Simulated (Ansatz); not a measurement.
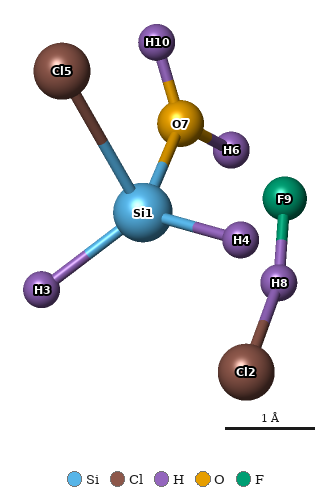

The structure (ball-and-stick view, seen at a tilt; atoms are numbered from 1 in the order of the input). Bond lengths as drawn: Cl–H 1.58 Å, Cl–Si 2.11 Å, F–H 1.11 Å, H–O 0.96 to 1.13 Å, H–Si 1.46 Å and O–Si 1.74 Å.

**SiH₅Cl₂OF: single-point calculation**

System: SiH₅Cl₂OF.
Method: RKS PBE0-D4/def2-TZVPP (Ansatz 0.2.0).

The geometry is a transition state. The reaction was set up to form Si1–O7, H6–F9 and Cl2–H8 and to break Si1–Cl2, H6–O7 and H8–F9 (atoms counted from 1 in the order of the input); sticks are drawn by distance alone. The geometry comes from this level: PBE0-D4/def2-TZVP.

Output
```
Functional definition: PBE0
  name "PBE0"
  cite "Adamo & Barone, J. Chem. Phys. 110, 6158 (1999) doi:10.1063/1.478522"
  cite "Perdew, Burke & Ernzerhof, Phys. Rev. Lett. 77, 3865 (1996) doi:10.1103/PhysRevLett.77.3865"
  parent pbe
  parameter a = 0.25
  parameter kappa = 0.804
  parameter beta = 0.06672455060314922
  exchange = (1 - a)*pbe_x(kappa = kappa, mu = beta*pi^2/3) + a*exact_x
  correlation = pbe_c(beta = beta)
1543 factors; their error is unknown
mean field evaluation 1: about -37754.3824 eV, gradient 4.9e1 eV
mean field evaluation 2: about -37751.6436 eV, gradient 6.5e1 eV
mean field evaluation 4: about -37757.9164 eV, gradient 2.0e0 eV
mean field evaluation 8: about -37757.9237 eV, gradient 3.9e-2 eV
mean field evaluation 16: about -37758.0184 eV, gradient 4.3e-5 eV
mean field -37758.01840839 eV, -1387.5815832041 hartree, gradient 4.3e-5 eV, S^2 0.000000; 0 other end points of the search recorded, 0 dependent functions left out
reference -37758.01843750 eV, -1387.5815842742 hartree; 35, 35 occupied and 223, 223 virtual orbitals, 1543 factors
Total energy: -37758.21777495 eV, -1387.5889097902 hartree
```

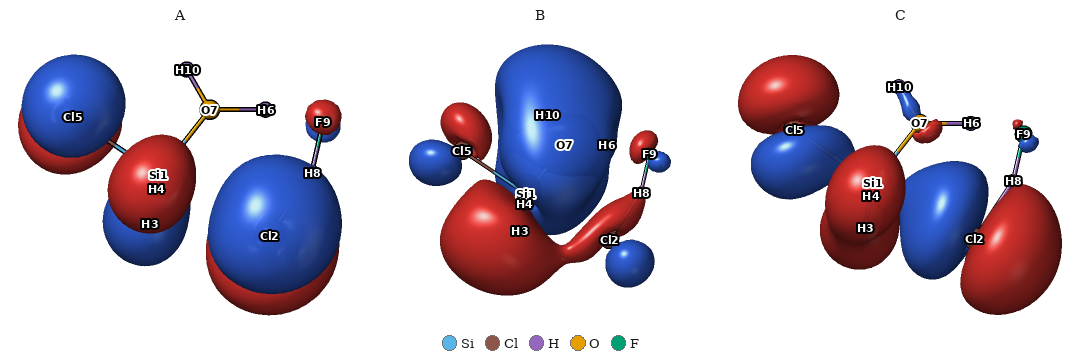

Three frontier orbitals at ±0.06 Å⁻³ᐟ² (blue and red are the two phases). C is the HOMO−1 (−8.84 eV). A is the HOMO (−8.53 eV). B is the LUMO (−0.36 eV). It lies mainly on Si1 (40 %), H10 (15 %) and O7 (15 %). The HOMO–LUMO gap is 8.17 eV between the orbital energies.

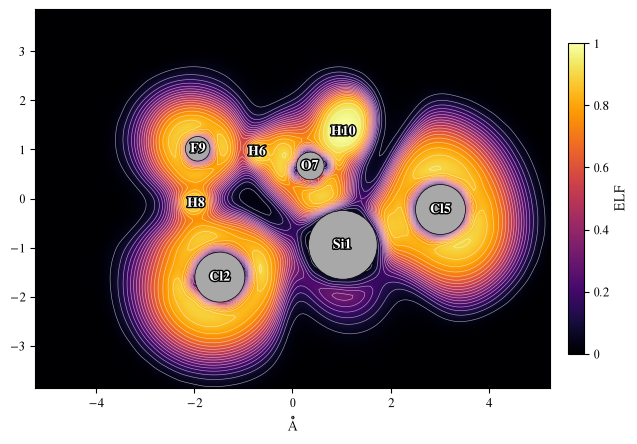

ELF on the plane of atoms Cl5, Si1 and O7. Grey discs, where drawn, cover atomic cores. The section cuts through Si, Cl, H, O and F sites. F9···H6 (1.20 Å): the ELF peaks at about 0.85 between the atoms (a closed-shell contact with the geometry of a hydrogen bond). O–H (0.96 Å): the ELF climbs to about 1 towards the hydrogen, as it does in any bond to H; a covalent bond by its length. F–H (1.11 Å): the ELF climbs to about 0.90 towards the hydrogen.

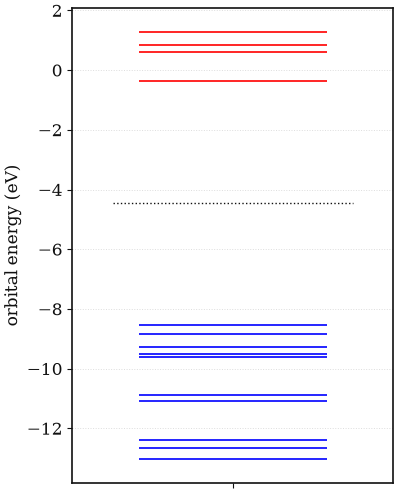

Orbital energies near the frontier; the dotted line parts filled from empty levels, and levels within 0.02 eV of each other stand side by side. Highest filled −8.53 eV, lowest empty −0.36 eV, 8.17 eV apart.

This output came from the following input.

The input
```yaml
crystal:
  periodic: [false, false, false]
  atoms:
    - {symbol: Si, position_ang: [-0.856659, 0.726761, -0.287667]}
    - {symbol: Cl, position_ang: [-0.804278, -1.824970, -0.728326]}
    - {symbol: H, position_ang: [-0.889444, 0.755152, -1.750452]}
    - {symbol: H, position_ang: [-1.984451, 0.334925, 0.559543]}
    - {symbol: Cl, position_ang: [-0.723573, 2.790963, 0.150715]}
    - {symbol: H, position_ang: [1.224541, -0.602012, 0.488718]}
    - {symbol: O, position_ang: [0.709411, 0.402762, 0.396430]}
    - {symbol: H, position_ang: [0.612605, -2.012039, -0.050447]}
    - {symbol: F, position_ang: [1.563002, -1.754084, 0.466951]}
    - {symbol: H, position_ang: [1.149047, 1.182742, 0.754435]}
basis:
  gaussian: {orbitals: def2-TZVPP}
hamiltonian: {xc: pbe0, dispersion: d4}
output: {orbitals: {seedname: orbitals}}
```

Command:
```bash
ansatz run in.yaml --threads 8 --pin off --events-out ev --progress --plain --max-ram 19148MiB
```

Key numbers

| quantity | value |
| --- | --- |
| outcome | converged |
| total energy | −37758.2178 eV |
| mean-field energy | −37758.0184 eV |
| dispersion energy | −0.1993 eV |
| SCF solution under orbital rotations | stable |
| HOMO | −8.53 eV |
| LUMO | −0.36 eV |
| hardware | 8 threads of Intel Xeon @ 2.80GHz, 23 GiB of memory available, shared host |
| wall time | 2.5 s (CPU time 13 s) |
| peak memory | 0.8 GiB |
